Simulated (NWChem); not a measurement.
**Energy and gradient calculation of CuHS (part 2 of 2)**

CuHS, SMILES [SH][Cu]; HF/pcseg-1, RHF (NWChem 7.3.0). The geometry comes from this level: PBE0-D4/def2-TZVP.

Geometry of the input (Å):
```
S  -0.5119  0.5705  -0.2303
Cu 1.3095  0.0765  0.7296
H  -0.8084  -0.7118  -0.5126
```

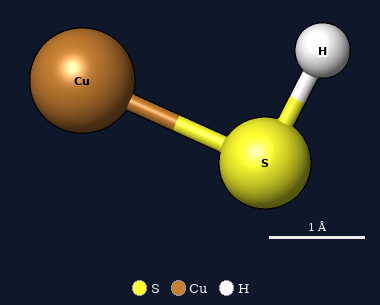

*The input geometry (ball-and-stick view, seen on its broad side). Sticks mark near contacts.*

## Log, continued
```
 Vector   16  Occ=2.000000D+00  E=-5.421364D-01
              MO Center=  7.8D-01,  1.3D-01,  4.4D-01, r^2= 1.5D+00
   Bfn.  Coefficient  Atom+Function         Bfn.  Coefficient  Atom+Function
  ----- ------------  ---------------      ----- ------------  ---------------
    33      0.629958  2 Cu d -2              34      0.331961  2 Cu d -1
     9     -0.232323  1 S  py                38      0.200711  2 Cu d -2
    50      0.196378  3 H  s

 Vector   17  Occ=2.000000D+00  E=-5.280675D-01
              MO Center=  1.3D+00,  8.9D-02,  7.0D-01, r^2= 5.1D-01
   Bfn.  Coefficient  Atom+Function         Bfn.  Coefficient  Atom+Function
  ----- ------------  ---------------      ----- ------------  ---------------
    35      0.598361  2 Cu d  0              36     -0.461197  2 Cu d  1
    37     -0.374391  2 Cu d  2              34     -0.188328  2 Cu d -1
    40      0.183544  2 Cu d  0

 Vector   18  Occ=2.000000D+00  E=-5.190939D-01
              MO Center=  1.1D+00,  8.9D-02,  6.4D-01, r^2= 8.3D-01
   Bfn.  Coefficient  Atom+Function         Bfn.  Coefficient  Atom+Function
  ----- ------------  ---------------      ----- ------------  ---------------
    37      0.657742  2 Cu d  2              36     -0.486994  2 Cu d  1
    42      0.209918  2 Cu d  2              33      0.169800  2 Cu d -2
    41     -0.159087  2 Cu d  1               8      0.152084  1 S  px

 Vector   19  Occ=2.000000D+00  E=-5.189701D-01
              MO Center=  1.3D+00,  7.6D-02,  7.3D-01, r^2= 3.7D-01
   Bfn.  Coefficient  Atom+Function         Bfn.  Coefficient  Atom+Function
  ----- ------------  ---------------      ----- ------------  ---------------
    34      0.740870  2 Cu d -1              33     -0.426070  2 Cu d -2
    35      0.227449  2 Cu d  0              39      0.220940  2 Cu d -1

 Vector   20  Occ=2.000000D+00  E=-5.186701D-01
              MO Center=  1.3D+00,  7.9D-02,  7.2D-01, r^2= 4.0D-01
   Bfn.  Coefficient  Atom+Function         Bfn.  Coefficient  Atom+Function
  ----- ------------  ---------------      ----- ------------  ---------------
    35      0.573775  2 Cu d  0              36      0.500818  2 Cu d  1
    37      0.393647  2 Cu d  2              34     -0.196160  2 Cu d -1
    40      0.171832  2 Cu d  0              41      0.152597  2 Cu d  1

 Vector   21  Occ=2.000000D+00  E=-4.610213D-01
              MO Center= -1.6D-02,  2.9D-01,  1.7D-02, r^2= 2.3D+00
   Bfn.  Coefficient  Atom+Function         Bfn.  Coefficient  Atom+Function
  ----- ------------  ---------------      ----- ------------  ---------------
     9      0.438808  1 S  py                33      0.400304  2 Cu d -2
    50     -0.321032  3 H  s                  4      0.261082  1 S  s
     3      0.210386  1 S  s                 34      0.208621  2 Cu d -1
     6     -0.170962  1 S  py                51     -0.165179  3 H  s
     2     -0.155334  1 S  s

 Vector   22  Occ=2.000000D+00  E=-3.495890D-01
              MO Center= -1.7D-01,  4.6D-01, -5.2D-02, r^2= 2.3D+00
   Bfn.  Coefficient  Atom+Function         Bfn.  Coefficient  Atom+Function
  ----- ------------  ---------------      ----- ------------  ---------------
     8      0.500865  1 S  px                11      0.256520  1 S  px
    10      0.254926  1 S  pz                21     -0.243432  2 Cu s
     9     -0.233537  1 S  py                22      0.203402  2 Cu s
     5     -0.187504  1 S  px                36      0.174865  2 Cu d  1
    37     -0.154128  2 Cu d  2

 Vector   23  Occ=2.000000D+00  E=-3.189082D-01
              MO Center= -4.1D-01,  5.3D-01, -1.8D-01, r^2= 1.8D+00
   Bfn.  Coefficient  Atom+Function         Bfn.  Coefficient  Atom+Function
  ----- ------------  ---------------      ----- ------------  ---------------
    10      0.602429  1 S  pz                13      0.368680  1 S  pz
     8     -0.332600  1 S  px                 7     -0.222738  1 S  pz
    11     -0.203547  1 S  px

 Vector   24  Occ=0.000000D+00  E= 1.276092D-02
              MO Center=  1.7D+00, -2.5D-02,  9.4D-01, r^2= 5.1D+00
   Bfn.  Coefficient  Atom+Function         Bfn.  Coefficient  Atom+Function
  ----- ------------  ---------------      ----- ------------  ---------------
    23      1.267302  2 Cu s                  4     -0.354387  1 S  s
    11     -0.305986  1 S  px                21     -0.191712  2 Cu s
     8     -0.170713  1 S  px                13     -0.170484  1 S  pz
    51     -0.156742  3 H  s

 Vector   25  Occ=0.000000D+00  E= 1.814379D-01
              MO Center= -5.7D-01, -2.0D-01, -3.3D-01, r^2= 4.4D+00
   Bfn.  Coefficient  Atom+Function         Bfn.  Coefficient  Atom+Function
  ----- ------------  ---------------      ----- ------------  ---------------
    51      1.973923  3 H  s                  4     -1.244597  1 S  s
    12      1.125397  1 S  py                11      0.282004  1 S  px
    13      0.259784  1 S  pz                 9      0.254330  1 S  py
    22     -0.172790  2 Cu s                 50      0.163183  3 H  s

 Vector   26  Occ=0.000000D+00  E= 2.666218D-01
              MO Center=  1.0D+00, -6.3D-03,  5.7D-01, r^2= 2.9D+00
   Bfn.  Coefficient  Atom+Function         Bfn.  Coefficient  Atom+Function
  ----- ------------  ---------------      ----- ------------  ---------------
    31      0.892269  2 Cu py                51     -0.510322  3 H  s
    28     -0.302550  2 Cu py                 4      0.298526  1 S  s
    30      0.288642  2 Cu px                32      0.241886  2 Cu pz
     9     -0.228252  1 S  py                50      0.203531  3 H  s

 Vector   27  Occ=0.000000D+00  E= 2.845941D-01
              MO Center=  1.2D+00,  9.9D-02,  6.8D-01, r^2= 2.3D+00
   Bfn.  Coefficient  Atom+Function         Bfn.  Coefficient  Atom+Function
  ----- ------------  ---------------      ----- ------------  ---------------
    32      0.906418  2 Cu pz                30     -0.500432  2 Cu px
    29     -0.298180  2 Cu pz                10     -0.237158  1 S  pz
    27      0.164625  2 Cu px

 Vector   28  Occ=0.000000D+00  E= 3.077606D-01
              MO Center=  1.6D+00, -9.7D-03,  8.7D-01, r^2= 4.9D+00
   Bfn.  Coefficient  Atom+Function         Bfn.  Coefficient  Atom+Function
  ----- ------------  ---------------      ----- ------------  ---------------
    22      1.863014  2 Cu s                 23     -1.672959  2 Cu s
    51      0.725055  3 H  s                 21     -0.595100  2 Cu s
    30      0.398489  2 Cu px                12      0.289764  1 S  py
    20      0.223048  2 Cu s                 32      0.211972  2 Cu pz

 Vector   29  Occ=0.000000D+00  E= 3.794883D-01
              MO Center= -5.8D-01,  4.5D-01, -2.8D-01, r^2= 4.5D+00
   Bfn.  Coefficient  Atom+Function         Bfn.  Coefficient  Atom+Function
  ----- ------------  ---------------      ----- ------------  ---------------
    11      1.185756  1 S  px                30      0.823721  2 Cu px
    22     -0.725576  2 Cu s                 13      0.659350  1 S  pz
     4      0.544869  1 S  s                 31     -0.530176  2 Cu py
    32      0.405738  2 Cu pz                50      0.324111  3 H  s
    23     -0.286840  2 Cu s                  8     -0.231086  1 S  px

 Vector   30  Occ=0.000000D+00  E= 4.707575D-01
              MO Center= -6.0D-01,  8.6D-01, -2.5D-01, r^2= 4.0D+00
   Bfn.  Coefficient  Atom+Function         Bfn.  Coefficient  Atom+Function
  ----- ------------  ---------------      ----- ------------  ---------------
    12      1.371770  1 S  py                 9     -0.790645  1 S  py
    22      0.496757  2 Cu s                 50      0.385389  3 H  s
    30     -0.342976  2 Cu px                31     -0.327947  2 Cu py
    11     -0.290615  1 S  px                 3     -0.231619  1 S  s
    32     -0.219689  2 Cu pz                 4     -0.210583  1 S  s

 Vector   31  Occ=0.000000D+00  E= 5.097642D-01
              MO Center= -6.0D-01,  5.9D-01, -2.8D-01, r^2= 3.6D+00
   Bfn.  Coefficient  Atom+Function         Bfn.  Coefficient  Atom+Function
  ----- ------------  ---------------      ----- ------------  ---------------
    13      1.100119  1 S  pz                10     -0.947842  1 S  pz
    11     -0.607373  1 S  px                 8      0.523301  1 S  px
    32     -0.280662  2 Cu pz                 7      0.243934  1 S  pz
    30      0.154953  2 Cu px

 Vector   32  Occ=0.000000D+00  E= 5.373447D-01
              MO Center=  3.0D-01,  3.7D-01,  2.0D-01, r^2= 3.5D+00
   Bfn.  Coefficient  Atom+Function         Bfn.  Coefficient  Atom+Function
  ----- ------------  ---------------      ----- ------------  ---------------
     8      0.848498  1 S  px                11     -0.820274  1 S  px
     4     -0.603333  1 S  s                  3      0.590155  1 S  s
    10      0.463893  1 S  pz                13     -0.440727  1 S  pz
    30      0.299726  2 Cu px                23      0.278624  2 Cu s
     5     -0.226295  1 S  px                36      0.186309  2 Cu d  1

 Vector   33  Occ=0.000000D+00  E= 6.804094D-01
              MO Center= -2.2D-01,  3.2D-01, -9.3D-02, r^2= 3.0D+00
   Bfn.  Coefficient  Atom+Function         Bfn.  Coefficient  Atom+Function
  ----- ------------  ---------------      ----- ------------  ---------------
     4      1.028214  1 S  s                 51      0.961534  3 H  s
    50     -0.779222  3 H  s                  3     -0.706754  1 S  s
    30      0.690180  2 Cu px                 9     -0.655730  1 S  py
    11      0.628938  1 S  px                23     -0.490654  2 Cu s
    22     -0.451418  2 Cu s                 12      0.426393  1 S  py

 center of mass
 --------------
 x =   1.28514671 y =   0.44010650 z =   0.74938687

 moments of inertia (a.u.)
 ------------------
          94.487563462100          63.006713171632        -137.289588407297
          63.006713171632         331.990038116002          32.776771519286
        -137.289588407297          32.776771519286         280.946199867673

  Mulliken analysis of the total density
  --------------------------------------

    Atom       Charge   Shell Charges
 -----------   ------   -------------------------------------------------------
    1 S   16    16.57   2.00  2.00  1.12  0.74  5.99  3.19  1.49  0.05
    2 Cu  29    28.51   2.00  2.00  1.99  0.26  0.13  6.00  5.97  0.20  8.49  1.48  0.00
    3 H    1     0.91   0.72  0.17  0.02

       Multipole analysis of the density wrt the origin
       ------------------------------------------------

     L   x y z        total         open         nuclear
     -   - - -        -----         ----         -------
     0   0 0 0     -0.000000      0.000000     46.000000

     1   1 0 0      2.015452      0.000000     54.758023
     1   0 1 0     -0.872778      0.000000     20.096669
     1   0 0 1      1.032001      0.000000     32.051642

     2   2 0 0    -15.020367      0.000000    194.891169
     2   1 1 0      1.163103      0.000000     -4.256988
     2   1 0 1      3.473013      0.000000    107.158926
     2   0 2 0    -19.637730      0.000000     21.011780
     2   0 1 1      0.779908      0.000000     -0.423857
     2   0 0 2    -19.130473      0.000000     59.095889

                              NWChem Gradients Module
                              -----------------------

                                       CuHS

  wavefunction    =   RHF

                         RHF ENERGY GRADIENTS

    atom               coordinates                        gradient
                 x          y          z           x          y          z
   1 S      -0.967351   1.078089  -0.435204    0.022063   0.000181   0.012198
   2 Cu      2.474596   0.144564   1.378744   -0.023562   0.004563  -0.012586
   3 H      -1.527654  -1.345107  -0.968674    0.001499  -0.004744   0.000389

                 ----------------------------------------
                 |  Time  |  1-e(secs)   |  2-e(secs)   |
                 ----------------------------------------
                 |  CPU   |       0.00   |       2.85   |
                 ----------------------------------------
                 |  WALL  |       0.00   |       2.85   |
                 ----------------------------------------

 Task  times  cpu:       20.8s     wall:       20.8s
 Total times  cpu:       20.8s     wall:       20.8s
```

## Summary

```csv
quantity,value
outcome,converged
total energy,−2036.811815 hartree
basis functions,54
largest force,1.394 eV/Å
HOMO,−8.68 eV
LUMO,0.35 eV
dipole moment,6.17 D
hardware,"1 thread of Intel Xeon (Sapphire Rapids), 16 GiB of memory available, shared host"
wall time,22 s
peak memory,0.1 GiB
```
